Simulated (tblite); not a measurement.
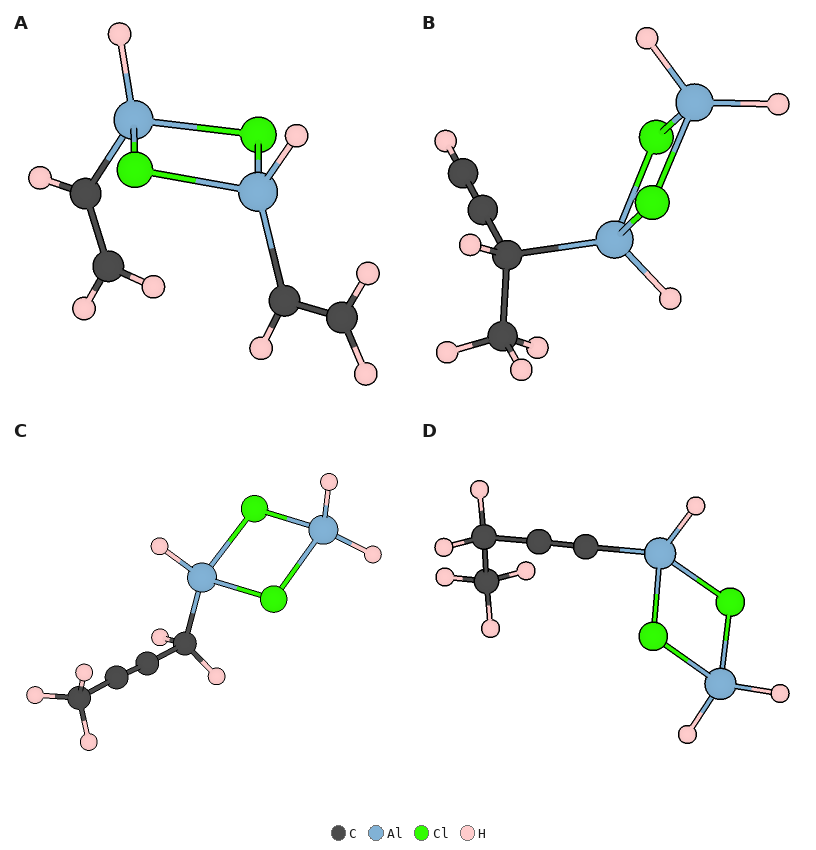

(Drawn from a calculation with tblite.)

> Match each picture to its SMILES.
(1) CC#C[CH2][AlH-]1[Cl+][AlH2-][Cl+]1
(2) C=[CH][Al@H-]1[Cl+][Al@@H-]([CH]=C)[Cl+]1
(3) CCC#[C][AlH-]1[Cl+][AlH2-][Cl+]1
(4) C#C[C@@H](C)[AlH-]1[Cl+][AlH2-][Cl+]1

A is (2), B is (4), C is (1), D is (3).
